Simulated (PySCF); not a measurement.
# Two runs on CH5ClSi

System: CH5ClSi, SMILES [SiH3]CCl.
Method of the first run: TDDFT PBE0/def2-SVP, vertical, gas phase, core orbitals frozen in the response (PySCF 2.14.0).

The geometry comes from this level: PBE0-D3(BJ)/def2-SVP. Text and figures count atoms from 1; the logs count them from 0 in places.

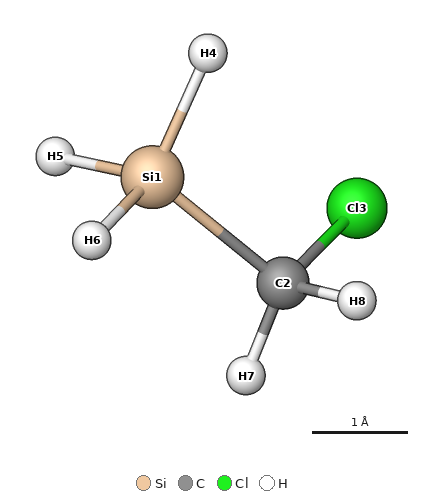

Figure 1. The structure as given in the input (ball-and-stick view, seen at a tilt; atoms are numbered from 1 in the order of the input).

### The input, the first run
```
{"job": {"kind": "uv", "xc": "PBE0", "basis": "def2-SVP"}, "charge": 0, "multiplicity": 1}
Si    -0.026184     0.736456     0.379981
C      1.860404     0.579860     0.382917
Cl     2.585997     2.067936     1.067586
H     -0.508362     0.924846     1.778183
H     -0.423998     1.902975    -0.458979
H     -0.620189    -0.513890    -0.188044
H      2.259223     0.446384    -0.633260
H      2.196336    -0.271051     0.993283
```

The first line tells a small driver script what to run in PySCF; the rest is the geometry in Å.

Launched with:
```bash
OMP_NUM_THREADS=1 python <driver script> task.json out
```

Hardware: 1 CPU thread, shared host.

### Output (the first run)
```
coarse grid: 7440 points
cycle   1  E = -790.1057652987  dE = -7.046e-02  |g| = 1.782e-01  |ddm| = 2.529e+00
cycle   2  E = -790.1105121562  dE = -4.747e-03  |g| = 1.340e-01  |ddm| = 4.868e-01
cycle   3  E = -790.1154181764  dE = -4.906e-03  |g| = 3.142e-02  |ddm| = 2.325e-01
cycle   4  E = -790.1156388504  dE = -2.207e-04  |g| = 1.355e-02  |ddm| = 3.816e-02
cycle   5  E = -790.1156869510  dE = -4.810e-05  |g| = 1.503e-03  |ddm| = 1.315e-02
cycle   6  E = -790.1156875833  dE = -6.323e-07  |g| = 3.030e-04  |ddm| = 2.034e-03
final grid: 61744 points
cycle   7  E = -790.2022507055  dE = -6.353e-06  |g| = 3.941e-03  |ddm| = 1.248e-02
cycle   8  E = -790.2022484331  dE =  2.272e-06  |g| = 4.924e-03  |ddm| = 7.965e-03
cycle   9  E = -790.2022547795  dE = -6.346e-06  |g| = 5.188e-04  |ddm| = 4.424e-03
cycle  10  E = -790.2022548537  dE = -7.421e-08  |g| = 3.229e-05  |ddm| = 7.560e-04
cycle  11  E = -790.2022548540  dE = -3.072e-10  |g| = 1.166e-05  |ddm| = 5.873e-05
converged SCF energy = -790.2022548540

Static polarisability (au): isotropic 44.443, principal 38.457 41.173 53.699

Singlet excitations
state   eV       nm        f      main configurations
  1   6.9734    177.8   0.02061   H->L 0.91
  2   7.3041    169.7   0.00015   H-1->L 0.91
  3   7.9114    156.7   0.01582   H->L+1 0.92
  4   8.3280    148.9   0.00056   H-1->L+1 0.91
  5   8.5066    145.8   0.00003   H->L+2 0.94
  6   8.8896    139.5   0.01358   H->L+3 0.70, H-3->L 0.23
  7   8.9174    139.0   0.01878   H-2->L 0.89
  8   8.9212    139.0   0.00044   H-3->L 0.71, H->L+3 0.24
  9   9.0694    136.7   0.00889   H-1->L+2 0.99
 10   9.3448    132.7   0.00101   H-1->L+3 0.95

Triplet excitations (Tamm-Dancoff, eV): 6.1638 6.5418 7.4894 8.1493
```

For the second run the input was changed thus:
```diff
-"basis": "def2-SVP"
+"basis": "6-31G*"
```

What does this change do to the results?

The total energy of the second run is 142.0 kcal/mol lower, which measures the change of basis and not a stability. The HOMO goes from −8.00 to −8.08 eV. The LUMO goes from 0.50 to 0.32 eV. The dipole moment goes from 1.60 to 1.85 D. The lowest excitation goes from 6.97 to 6.85 eV. The strongest computed line goes from 6.97 to 8.00 eV. The number of SCF iterations is the same. The basis functions go from 75 to 60.

### Output (the second run)
```
coarse grid: 7440 points
cycle   1  E = -790.4529262979  dE = -4.596e-02  |g| = 1.784e-01  |ddm| = 2.356e+00
cycle   2  E = -790.4579445876  dE = -5.018e-03  |g| = 1.349e-01  |ddm| = 5.029e-01
cycle   3  E = -790.4637097639  dE = -5.765e-03  |g| = 2.355e-02  |ddm| = 2.340e-01
cycle   4  E = -790.4638287368  dE = -1.190e-04  |g| = 1.232e-02  |ddm| = 3.277e-02
cycle   5  E = -790.4638674421  dE = -3.871e-05  |g| = 2.192e-03  |ddm| = 1.153e-02
cycle   6  E = -790.4638687503  dE = -1.308e-06  |g| = 2.525e-04  |ddm| = 2.596e-03
final grid: 61744 points
cycle   7  E = -790.4285488787  dE = -4.672e-06  |g| = 4.357e-03  |ddm| = 1.024e-02
cycle   8  E = -790.4285459045  dE =  2.974e-06  |g| = 5.560e-03  |ddm| = 8.605e-03
cycle   9  E = -790.4285540204  dE = -8.116e-06  |g| = 4.494e-04  |ddm| = 4.839e-03
cycle  10  E = -790.4285540837  dE = -6.325e-08  |g| = 4.455e-05  |ddm| = 7.075e-04
cycle  11  E = -790.4285540842  dE = -5.209e-10  |g| = 1.356e-05  |ddm| = 6.178e-05
converged SCF energy = -790.4285540842

Static polarisability (au): isotropic 41.911, principal 35.514 38.243 51.977

Singlet excitations
state   eV       nm        f      main configurations
  1   6.8544    180.9   0.02487   H->L 0.93
  2   7.2159    171.8   0.00000   H-1->L 0.93
  3   8.0011    155.0   0.02507   H->L+1 0.93
  4   8.4393    146.9   0.00005   H-1->L+1 0.93
  5   8.7184    142.2   0.00381   H->L+2 0.54, H-2->L 0.42
  6   8.8198    140.6   0.00564   H-3->L 0.95
  7   8.8515    140.1   0.00397   H-2->L 0.53, H->L+2 0.44
  8   9.1698    135.2   0.02158   H->L+3 0.95
  9   9.3646    132.4   0.00886   H-1->L+2 0.92
 10   9.4741    130.9   0.02351   H-4->L 0.69, H-3->L+1 0.18

Triplet excitations (Tamm-Dancoff, eV): 6.0346 6.4392 7.5280 8.2528
```

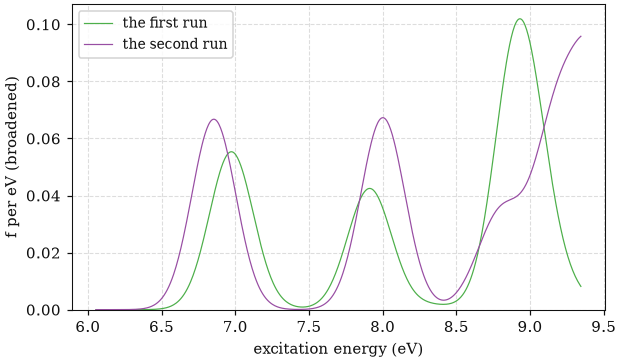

Figure 2. Absorption of the two runs from their computed states, each broadened by a Gaussian of 0.35 eV full width; the range ends where the shorter list of states ends.

### The two runs side by side

| quantity | the first run | the second run |
| --- | --- | --- |
| outcome | converged | converged |
| total energy (hartree) | −790.202255 | −790.428554 |
| HOMO (eV) | −8.00 | −8.08 |
| LUMO (eV) | 0.50 | 0.32 |
| dipole moment (D) | 1.60 | 1.85 |
| lowest excitation (eV) | 6.97 | 6.85 |
| SCF iterations | 11 | 11 |
| strongest computed line (eV) | 6.97 | 8.00 |
| basis functions | 75 | 60 |
| wall time (shared host) | 3.5 s | 2.9 s |
